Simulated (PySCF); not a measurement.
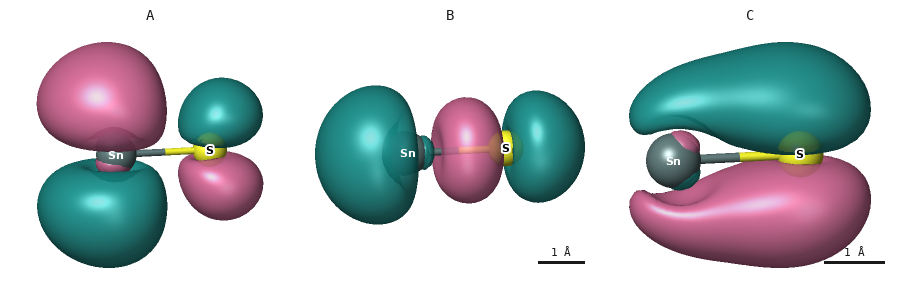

*SnS. Three frontier orbitals, each drawn at the value that holds 80 % of its norm (teal and pink are the two phases), in no order; of a degenerate pair one member is drawn.*

Core potentials replace the inner electrons of Sn.

Level of theory: PySCF 2.14.0, PBE0/cc-pVTZ(-PP), non-relativistic Hamiltonian with scalar-relativistic core potentials where named, at a bond length of 2.213 Å.

Q: Label each orbital by symmetry, say whether it is occupied, and order them by energy.

A: Orbital B: σ, occupied, −7.42 eV; shared between the atoms (Sn 50 %, S 50 %).
Orbital C: π, occupied, −7.32 eV; mainly on S (75 %).
Orbital A: π, empty, −2.50 eV; mainly on Sn (80 %).
